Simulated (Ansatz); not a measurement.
C3H9FSi (SMILES CC(F)C[SiH3])

Input file:

```
crystal:
  periodic: [false, false, false]
  atoms:
    - {symbol: C, position_ang: [-1.752711, 0.814021, 0.758206]}
    - {symbol: C, position_ang: [-0.353635, 0.712517, 0.205788]}
    - {symbol: F, position_ang: [0.538280, 1.088902, 1.215051]}
    - {symbol: C, position_ang: [0.024213, -0.671364, -0.278215]}
    - {symbol: Si, position_ang: [1.848628, -0.855854, -0.713813]}
    - {symbol: H, position_ang: [-2.482145, 0.563852, -0.015386]}
    - {symbol: H, position_ang: [-1.880836, 0.120269, 1.592247]}
    - {symbol: H, position_ang: [-1.955143, 1.826995, 1.110433]}
    - {symbol: H, position_ang: [-0.213118, 1.439170, -0.603401]}
    - {symbol: H, position_ang: [-0.240237, -1.415606, 0.481264]}
    - {symbol: H, position_ang: [-0.566459, -0.907856, -1.169548]}
    - {symbol: H, position_ang: [2.269594, 0.267121, -1.595286]}
    - {symbol: H, position_ang: [2.709593, -0.877728, 0.494147]}
    - {symbol: H, position_ang: [2.040974, -2.133539, -1.452689]}
basis:
  gaussian: {orbitals: def2-TZVPP}
hamiltonian: {xc: pbe0, dispersion: d4}
output: {orbitals: {seedname: orbitals}}
```

Command:

```sh
ansatz run in.yaml --threads 4 --pin off --events-out ev --progress --plain --max-ram 10444MiB
```

Geometry: PBE0-D4/def2-TZVP.

Level of theory: Ansatz, RKS PBE0-D4/def2-TZVPP.

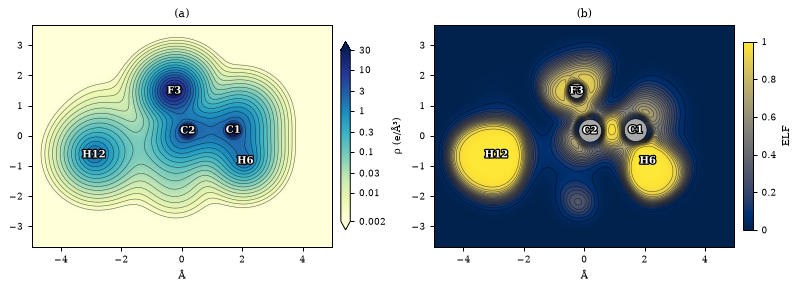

Figure 1. (a) electron density; (b) electron localisation function on the plane of atoms C1, C2 and F3. Grey discs cover the atomic cores in the ELF map.

> What does the map show?

The section cuts through C, F and H sites.
C–F (1.40 Å): the density is about 2 e/Å³ at the midpoint, with its minimum of 1.6 e/Å³ about 0.5 Å from C; the ELF peaks at about 0.80 between the atoms; a shared but strongly polarised pair.
C–C (1.51 Å): the density is about 1.8 e/Å³ at the midpoint; the ELF peaks at about 0.95 between the atoms, as expected for localised, covalent bonding.
C–H (1.09 Å): the density is about 2 e/Å³ at the midpoint; the ELF climbs to about 1 towards the hydrogen, as it does in any bond to H; a covalent bond by its length.
The ELF also peaks beside F3, away from the bonds: lone-pair regions.

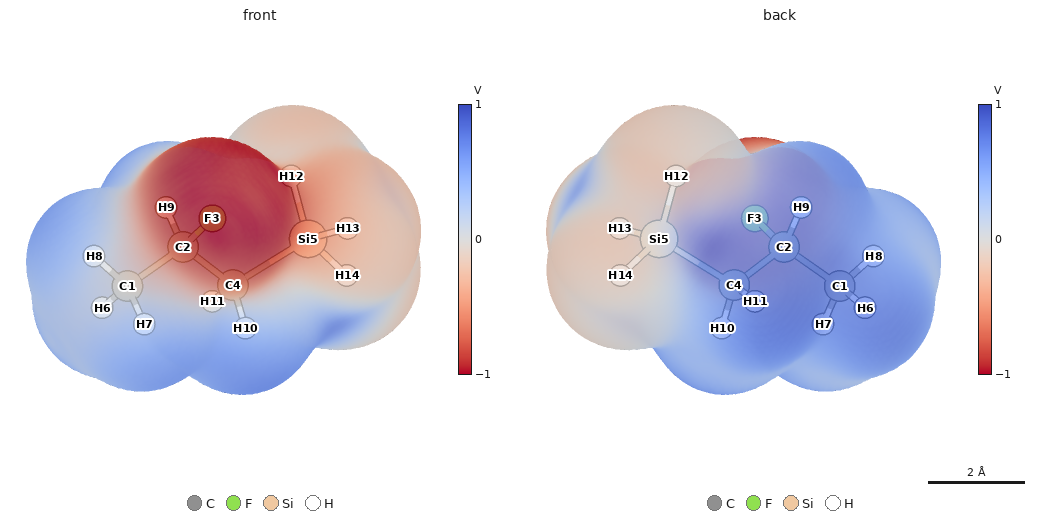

Figure 2. The electrostatic potential painted on the density surface at 0.001 e/bohr³, seen from the front and from behind; red is negative and blue positive.

> Describe the electrostatic potential map.

The most negative region (about −1.0 V) lies over F3, the most positive (about +0.8 V) over H11.

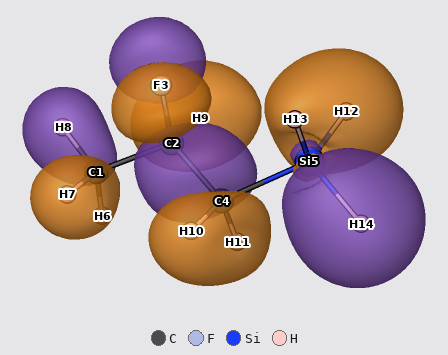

Figure 3. The HOMO−1 at ±0.06 Å⁻³ᐟ² (orange and purple are the two phases), seen at a tilt.

> Describe this orbital and give its energy.

Its weight (Hirshfeld) is mainly on F3 (about 15 %), Si5 (about 15 %), C2 (about 15 %), H14 (about 15 %), C4 (about 10 %) and H12 (about 10 %). Its energy is −9.24 eV.

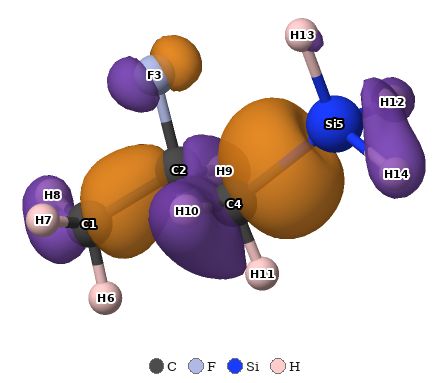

Figure 4. The HOMO at ±0.15 Å⁻³ᐟ² (orange and purple are the two phases), seen at a tilt.

> What is the character of this orbital?

Its weight (Hirshfeld) is mainly on C4 (about 30 %), Si5 (about 20 %), C1 (about 10 %) and C2 (about 10 %). Its energy is −8.80 eV.
